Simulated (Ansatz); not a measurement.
**CH$_{4}$NSi (charge +1): single-point calculation**

The run: single-point calculation of CH$_{4}$NSi, charge +1. Method and program: RKS PBE0-D4/def2-TZVPP (Ansatz 0.2.0).

The geometry is a minimum found at another level. The geometry comes from this level: PBE0-D4/def2-TZVP.

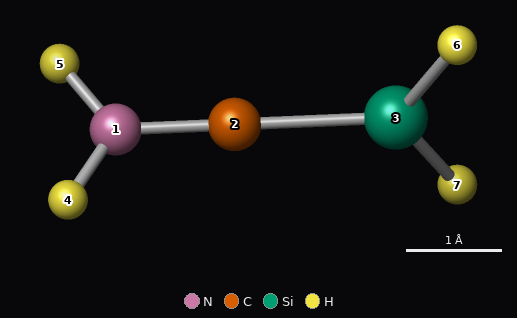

The structure (ball-and-stick view, seen at an oblique angle; atoms are numbered from 1 in the order of the input). Bond lengths as drawn: C–N 1.25 Å, C–Si 1.70 Å, H–N 1.02 Å and H–Si 1.47 Å.

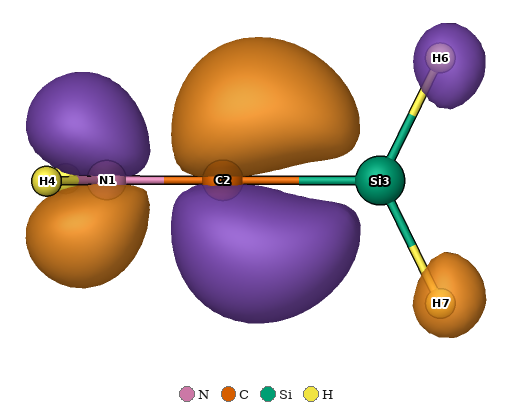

One frontier orbital at ±0.15 Å⁻³ᐟ² (orange and purple are the two phases), seen face on. The LUMO, at −7.81 eV. Its weight (Hirshfeld) is mainly on C2 (45 %), N1 (25 %) and Si3 (20 %); π-antibonding (π*) across C2–N1.

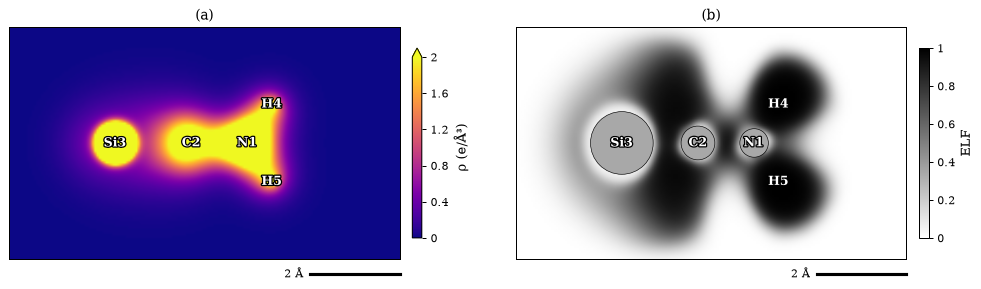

(a) total electron density; (b) electron localisation function on the plane of atoms C2, N1 and H5. Grey discs, where drawn, cover atomic cores. Atoms in the plane: N, C, Si and H. N–H (1.02 Å): ρ is about 3 e/Å³ halfway, with its minimum of 2.3 e/Å³ about 0.8 Å from N; the ELF climbs to about 1 towards the hydrogen, as it does in any bond to H; a covalent bond by its length.

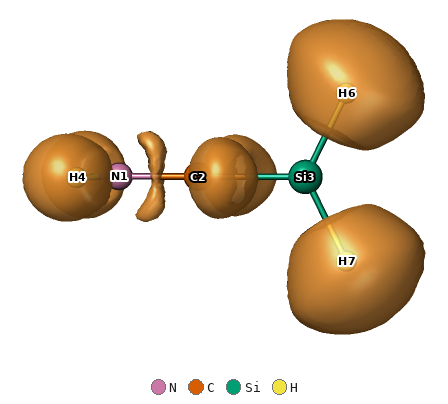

Isosurface of the ELF at 0.85 (orange), seen face on. Core shells and regions of very low density are left out. The ELF exceeds this value in one region between bonded C–N atoms (shared pairs), one region between bonded C–Si atoms (shared pairs) and four regions around hydrogen nuclei. Values along the shortest contacts: C–N (1.25 Å): the ELF peaks at about 0.90 between the atoms; a double or triple bond.

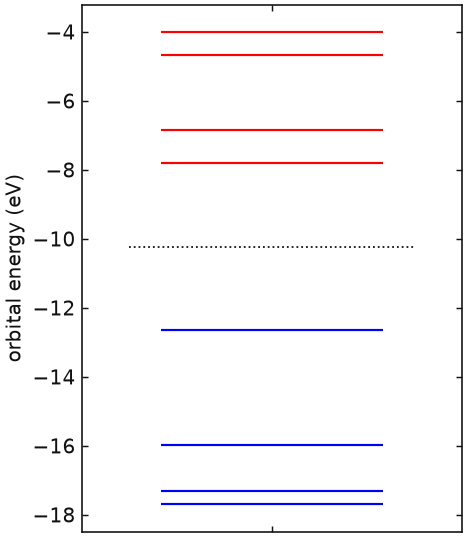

Orbital energies near the frontier; the dotted line parts filled from empty levels, and levels within 0.02 eV of each other stand side by side. Highest filled −12.64 eV, lowest empty −7.81 eV, 4.83 eV apart.

These pictures come from the run below.

**Input**
```yaml
crystal:
  periodic: [false, false, false]
  atoms:
    - {symbol: N, position_ang: [-1.138650, -0.206991, -0.912744]}
    - {symbol: C, position_ang: [-0.169987, -0.031205, -0.136445]}
    - {symbol: Si, position_ang: [1.142826, 0.207601, 0.915991]}
    - {symbol: H, position_ang: [-1.779383, -0.997338, -0.816249]}
    - {symbol: H, position_ang: [-1.341784, 0.430310, -1.685453]}
    - {symbol: H, position_ang: [0.876566, 1.016870, 2.110753]}
    - {symbol: H, position_ang: [2.410413, -0.419247, 0.524148]}
basis:
  gaussian: {orbitals: def2-TZVPP}
total_charge: 1
hamiltonian: {xc: pbe0, dispersion: d4}
output: {orbitals: {seedname: orbitals}}
```

Command:
```bash
ansatz run in.yaml --threads 2 --pin off --events-out ev --progress --plain --max-ram 4352MiB
```

**Log**
```
Functional definition: PBE0
  name "PBE0"
  cite "Adamo & Barone, J. Chem. Phys. 110, 6158 (1999) doi:10.1063/1.478522"
  cite "Perdew, Burke & Ernzerhof, Phys. Rev. Lett. 77, 3865 (1996) doi:10.1103/PhysRevLett.77.3865"
  parent pbe
  parameter a = 0.25
  parameter kappa = 0.804
  parameter beta = 0.06672455060314922
  exchange = (1 - a)*pbe_x(kappa = kappa, mu = beta*pi^2/3) + a*exact_x
  correlation = pbe_c(beta = beta)
862 factors; their error is unknown
mean field evaluation 1: about -10439.5641 eV, gradient 8.2e1 eV
mean field evaluation 2: about -10404.4303 eV, gradient 1.3e2 eV
mean field evaluation 4: about -10454.7429 eV, gradient 7.8e0 eV
mean field evaluation 8: about -10454.9247 eV, gradient 1.7e-1 eV
mean field -10454.94805465 eV, -384.2122543900 hartree, gradient 7.1e-5 eV, S^2 0.000000; 0 other end points of the search recorded, 0 dependent functions left out
reference -10454.94808379 eV, -384.2122554610 hartree; 15, 15 occupied and 145, 145 virtual orbitals, 862 factors
Total energy: -10455.02334514 eV, -384.2150212646 hartree
```

**Key numbers**

| quantity | value |
| --- | --- |
| outcome | converged |
| total energy | −10455.0233 eV |
| mean-field energy | −10454.9481 eV |
| dispersion energy | −0.0753 eV |
| SCF solution under orbital rotations | stable |
| HOMO | −12.64 eV |
| LUMO | −7.81 eV |
| hardware | 2 threads of Arm Neoverse V1, 23 GiB of memory available, shared host |
| wall time | 1.7 s (CPU time 3.2 s) |
| peak memory | 0.26 GiB |
